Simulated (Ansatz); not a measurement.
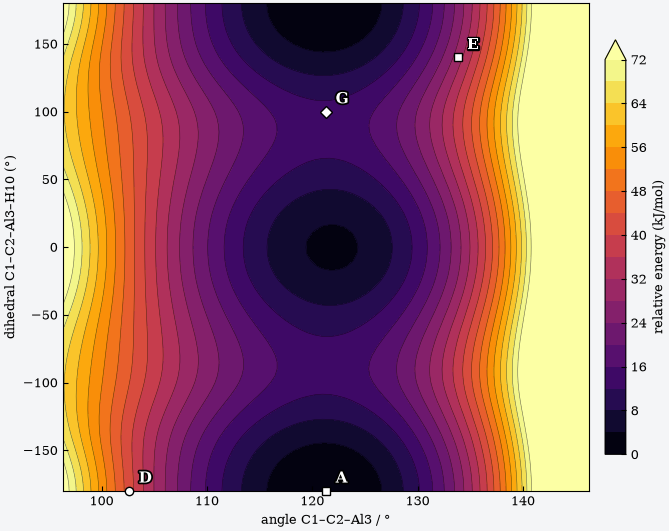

C₃H₅AlClF, SMILES C[C]([AlH2])=C(F)Cl. 
- The first coordinate is: angle C1–C2–Al3; the second: dihedral C1–C2–Al3–H10.
- Nothing is relaxed (all other coordinates rigid).
- The grid has 9 × 9 points.
- Points are written as (first, second).
- Energies are in kJ/mol, from the lowest grid point.
- All numbers below come from RKS B3LYP-D4/def2-SVP (Ansatz).

In the figure: filled contours, one colour for all values above the top of the scale, lettered points. Between grid points the surface is interpolated.

### Is D the lowest point of the computed grid?

No. D lies 42 kJ/mol above the lowest grid point, which is at (121.3°, −180°).

### What kind of point is each of A, D, E, G: minimum, saddle, maximum or slope?

A: minimum; D: on a slope; E: on a slope; G: saddle point. (In these two coordinates alone; a stationary point may lie a little off the grid point.)
